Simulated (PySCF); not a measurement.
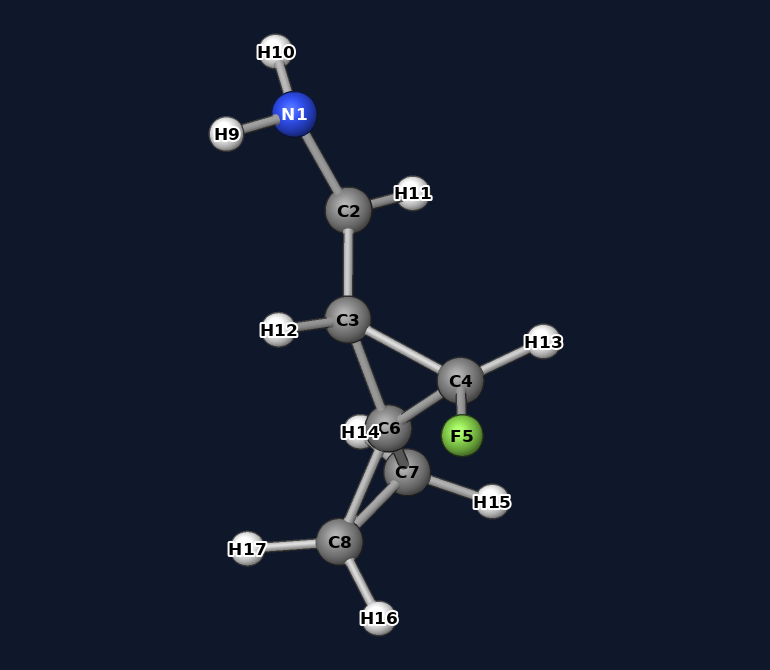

The questions are on Mulliken spin populations. State: neutral, doublet. Computed geometry: GFN2-xTB optimisation. No frequency run is at hand to confirm it as a minimum. Level of theory: UKS B3LYP, pcH-1 on C F H N, non-relativistic (PySCF 2.14.0).

Give the Mulliken spin populations atom by atom.

```tsv
atom	value (e)
N1	0.16
C2	0.82
C3	−0.09
C4	0.09
F5	0.01
C6	0.03
C7	0.00
C8	0.00
H9	0.00
H10	0.00
H11	−0.04
H12	0.00
H13	0.00
H14	0.00
H15	0.00
H16	0.00
H17	0.00
```

Mulliken values depend strongly on the basis set.
